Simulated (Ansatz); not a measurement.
# CH5GaO2: what the fields show

```yaml
atoms:
  - { symbol: C, position_ang: [0.7791, -0.4726, 0.6483] }
  - { symbol: Ga, position_ang: [-0.7154, -0.3227, -0.6108] }
  - { symbol: O, position_ang: [-1.7358, 1.1470, -0.6307] }
  - { symbol: O, position_ang: [-1.2602, -1.5262, -1.8306] }
  - { symbol: H, position_ang: [1.3701, 0.4552, 0.6224] }
  - { symbol: H, position_ang: [0.3811, -0.5958, 1.6675] }
  - { symbol: H, position_ang: [1.4326, -1.3257, 0.4167] }
  - { symbol: H, position_ang: [-2.4458, 1.1053, -1.2849] }
  - { symbol: H, position_ang: [-0.7409, -2.3390, -1.8656] }
```

Geometry: B3LYP-D3(BJ)/def2-SVP.

Level of theory: Ansatz, isolated molecule in a Gaussian basis; Kohn-Sham density functional theory, functional PBE0.

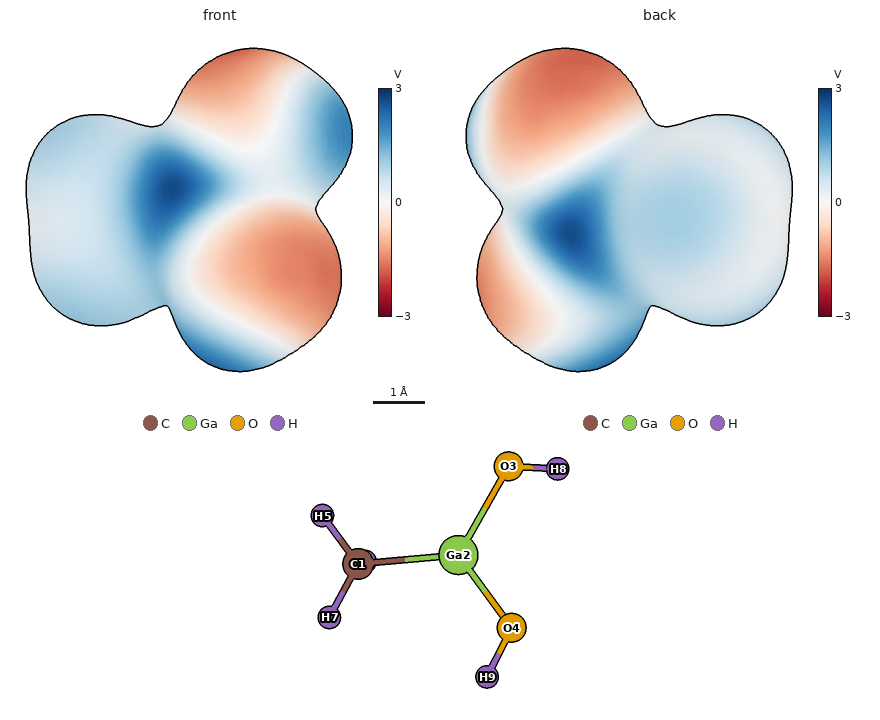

Figure 1. The molecular electrostatic potential painted on the density surface at 0.002 e/bohr³, seen from the front and from behind; red is negative and blue positive. The bare structure is drawn below in the same view.

Describe the electrostatic potential map.

The most negative region (about −1.8 V) lies over O3, the most positive (about +2.6 V) over Ga2. O3 is the likeliest acceptor of a hydrogen bond.

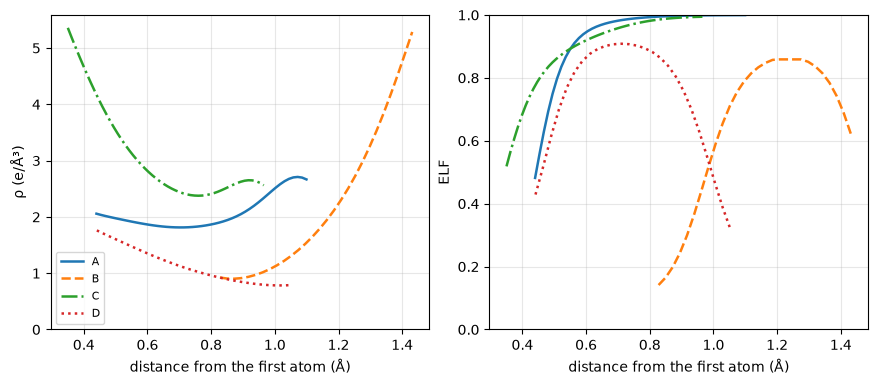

Figure 2. Total electron density and ELF along straight lines between neighbouring atoms. The curves leave out the atomic cores.

Which curve belongs to which contact (C–Ga, C–H, Ga–O and O–H)? The first atom named is at distance zero.

Curve A: C–H (1.10 Å): ρ is about 1.9 e/Å³ halfway; the ELF climbs to about 1 towards the hydrogen, as it does in any bond to H: a covalent bond by its length. Curve B: Ga–O (1.79 Å): ρ at the midpoint is about 0.91 e/Å³; the ELF peaks at about 0.85 in the valence shell of O, 0.6 Å from its nucleus, and is about 0.25 at the midpoint. Curve C: O–H (0.97 Å): ρ is about 3.7 e/Å³ halfway; the ELF climbs to about 1 towards the hydrogen (a covalent bond by its length). Curve D: C–Ga (1.96 Å): ρ is about 0.79 e/Å³ halfway; the ELF peaks at about 0.90 in the valence shell of C, 0.7 Å from its nucleus, and is about 0.55 at the midpoint.

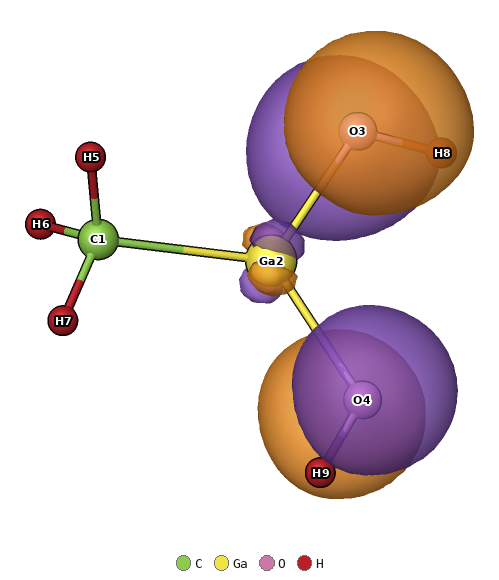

Figure 3. One frontier orbital at ±0.1 Å⁻³ᐟ² (orange and purple are the two phases), seen at a tilt.

Which orbital is it: HOMO or LUMO?

The HOMO, at −8.52 eV. By Hirshfeld shares it lies mainly on O3 (about 55 %), O4 (about 35 %) and Ga2 (about 10 %); largely a combination of lone pairs on O3 and O4.
